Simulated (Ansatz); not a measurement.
**Computed map of one atom of the cell: PtS2 (CdI2 type)**

PtS₂ (CdI2 type)

```
PtS2
1.0
    3.58366     0.00000     0.00000
   -1.79183     3.10354     0.00000
    0.00000     0.00000     4.65604
Pt S
1 2
Direct
  0.00000   0.00000   0.00000
  0.66667   0.33333   0.25904
  0.33333   0.66667   0.74096
```

Two-dimensional scan of atom 2 (S, nearest neighbour Pt at 2.395 Å; its periodic images, 3.6 Å or more away, move with it): u runs along (1.000, 0.000, 0.000), v along (0.000, 1.000, 0.000) (Cartesian). Cell and other atoms are fixed.

Method: PBE-D3(BJ) (plane waves to 420 eV, PAW, scalar-relativistic; Ansatz, a quantum-chemistry and plane-wave program). k mesh 12×12×8 (Γ-centred), Fermi-Dirac smearing 0.05 eV. Energies are smeared free energies. Points where atoms come too close for the PAW data are left out (x in tables, blank in figures). With partly filled bands, energies and forces of such displacements shift with the k mesh and the smearing. Fu and Fv are the components of the force on the atom. At this level the bands of PtS2 touch or barely overlap; measurements give the solid a gap. PtS2 is run without spin polarisation. PtS2 was relaxed with its symmetry unable to fall. Spin-orbit coupling is left out, though Pt is heavy. The PAW data are Ansatz's earlier set. ΔE is measured from the undisplaced structure. Axes are in Å.

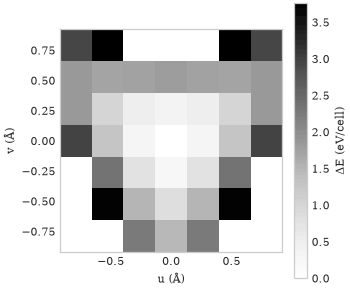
Fig. 1. ΔE (eV/cell) over the 7×7 grid of computed points.

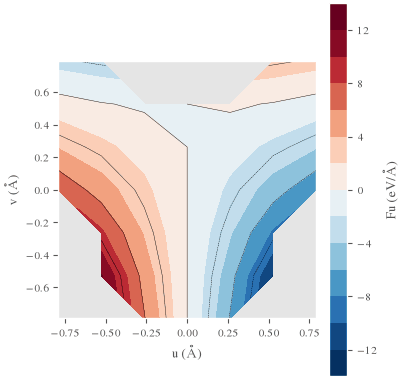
Figure: Fu (eV/Å) over the 7×7 grid of computed points.

Lowest place on the grid: u = 0.000 Å, v = 0.000 Å (0 meV/cell). Centre of the map: a minimum. Principal force constants in the plane (five-point differences of the forces): 9.0 eV/Å², isotropic.

(A displaced cell: forces are minus the slopes of the energy, force constants its curvatures, and phonons follow from these.)
